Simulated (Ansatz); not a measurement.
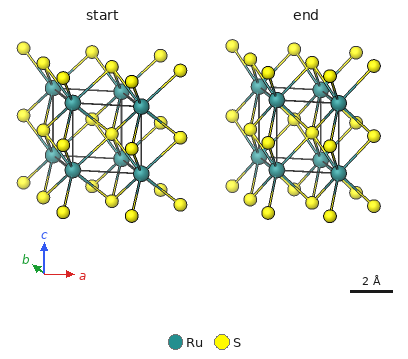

The structure of solid RuS (a generated structure, set up in P-6m2) before (left) and after (right) a relaxation, at one scale.

Style: ball-and-stick. Shown: the cell of the calculation, slightly off an axis.

The run lets cell and atoms move.

Method: Kohn-Sham DFT of a periodic cell, PBE, Ansatz PAW (Ansatz).

Input
```yaml
crystal:
  lattice:
    - [3.36896832, 0.0, 0.0]
    - [-1.68448416, 2.91761215, 0.0]
    - [0.0, 0.0, 3.28794617]
  atoms:
    - { symbol: Ru, position: [0.0, 0.0, 0.0] }
    - { symbol: S, position: [0.6666666667, 0.3333333333, 0.5] }
hamiltonian:
  xc: pbe
  pseudopotentials: { kind: paw }
kpoints:
  mp_grid: { grid: [9, 9, 8] }
scf:
  occupations: { method: fermi_dirac, width: 0.05 }
output:
  forces: true
  stress: true
  eigenvalues: true
  write_density: true
  write_potential: true
  elf: true
  volumetric_format: npy
relax:
  f_tol: 0.01
  max_steps: 40
  cell: { stress_tol: 0.05, p_target: 5.0 }
```

Launched with:
```bash
ansatz run input.yaml --threads 2 --pin off --max-ram 5632MiB --backend cpu --events-out ev --progress --plain --runs-dir out
```

> Describe what moved and what it gained.

No atom moves by more than 0.005 Å relative to the cell. The drawn cell changes as follows: a = b 3.369 → 3.041 Å (−9.7 %), c 3.288 → 3.431 Å (+4.3 %); the volume changes by −15.0 %. Some distances before and after: Ru–S 2.547 → 2.455 Å. Among the angles between lasting bonds that change: S–Ru–S 80.4° → 88.7°, Ru–S–Ru 80.4° → 88.7°, Ru–S–Ru 82.8° → 76.5°. The space group stays P-6m2 (No. 187). Over 6 accepted moves (7 points after the start) the energy falls by 98.0 meV per atom. With the target pressure of 5 GPa, the enthalpy E + pV changes by −174 meV per atom. All forces vanish by symmetry, so only the cell relaxes. Pressure: −14.49 GPa at the start and 5.02 GPa at the end. At 1 point the geometry stayed and the basis and grid were re-selected for the new cell (energy shift of 0.6 meV per atom at most each time).
